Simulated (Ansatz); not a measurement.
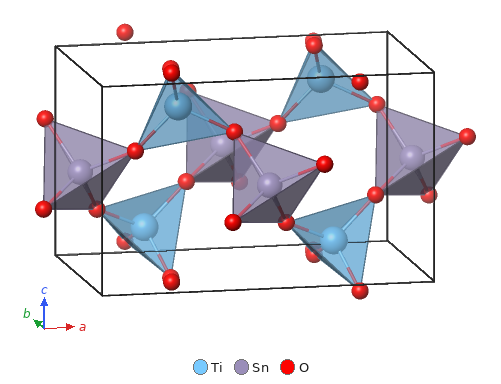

Drawn in the polyhedral manner and seen slightly off an axis. The parallelepiped is the conventional unit cell. Some neighbours outside the box are added.

Ti2SnO6, space group C2 (No. 5), a = 10.047 Å, b = 5.663 Å, c = 6.287 Å, α = 90.00°, β = 90.63°, γ = 90.00°. Starting structure: a structure type filled with these elements by a generator (whether the compound takes this form wasn't checked). Earlier steps of the study may have refined or changed the cell and positions. A calculation with Ansatz used it as input.

This one geometry was computed with Ansatz (DFT, plane waves, PAW) at four levels of theory: r2SCAN, PBE, PBEsol and PBE+U (U_eff = 4.00 eV on Ti d).

**Which level gives the highest pressure at this volume, and what does that say about its equilibrium volume?**

Highest: PBE+U (U_eff = 4.00 eV on Ti d) (1.2 GPa), which points to the largest equilibrium volume. Lowest, with the smallest volume: r2SCAN (-2.8 GPa) and PBEsol (-2.6 GPa). Levels within 0.5 GPa of each other can't be told apart.

**How does the band gap change with the level of theory?**

PBEsol: a gap of 3.51 eV, indirect; PBE: a gap of 3.56 eV, direct; PBE+U (U_eff = 4.00 eV on Ti d): a gap of 3.58 eV, indirect; r2SCAN: a gap of 4.06 eV, direct.

**Collect the results in a table.**

| level | cutoff (eV) | k-mesh of the run's cell | gap (eV) | pressure (GPa) |
| --- | --- | --- | --- | --- |
| r2SCAN | 500 | 6×6×4 | 4.06 | -2.8 |
| PBE | 420 | 6×6×4 | 3.56 | 0.0 |
| PBEsol | 420 | 6×6×4 | 3.51 | -2.6 |
| PBE+U (U_eff = 4.00 eV on Ti d) | 420 | 6×6×4 | 3.58 | 1.2 |

Gaps are taken on the k-mesh or band path of each run.
